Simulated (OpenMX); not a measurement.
```cif
data_structure
_symmetry_space_group_name_H-M 'P 1'
_symmetry_Int_Tables_number 1
_cell_length_a 3.7911
_cell_length_b 3.7911
_cell_length_c 5.1552
_cell_angle_alpha 90.000
_cell_angle_beta 90.000
_cell_angle_gamma 90.000
_cell_volume 74.09
loop_
_atom_site_label
_atom_site_type_symbol
_atom_site_fract_x
_atom_site_fract_y
_atom_site_fract_z
_atom_site_occupancy
Ge1 Ge 0.50000 0.50000 0.00000 1
Ge2 Ge 0.00000 0.00000 0.50000 1
W1 W 0.00000 0.00000 0.00000 1
W2 W 0.50000 0.50000 0.50000 1
```

Space group I4/mmm; a generated structure, not necessarily the stable one; computed pressure about −9 GPa in this cell.

Theory: Kohn-Sham DFT of a periodic cell, PBE, OpenMX 2013 PBE set (OpenMX 3.8.5).

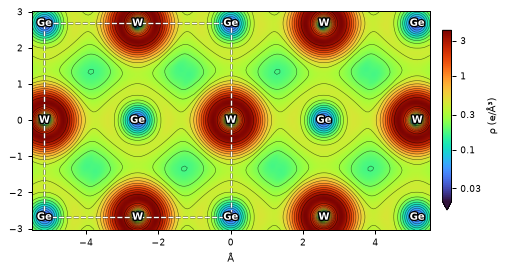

GeW. Valence pseudo-density on the (110) plane of the conventional cell.

The density is the valence pseudo-density of a pseudopotential calculation; it isn't the true density close to the nuclei.

Q: What does the map show?

A:
- The plane passes through Ge and W nuclei.
- Ge–W (2.58 Å): the density is about 0.41 e/Å³ at the midpoint.
- Ge–W (2.68 Å): ρ at the midpoint is about 0.34 e/Å³.
- Between the atoms the lowest density in this plane is 0.17 e/Å³.
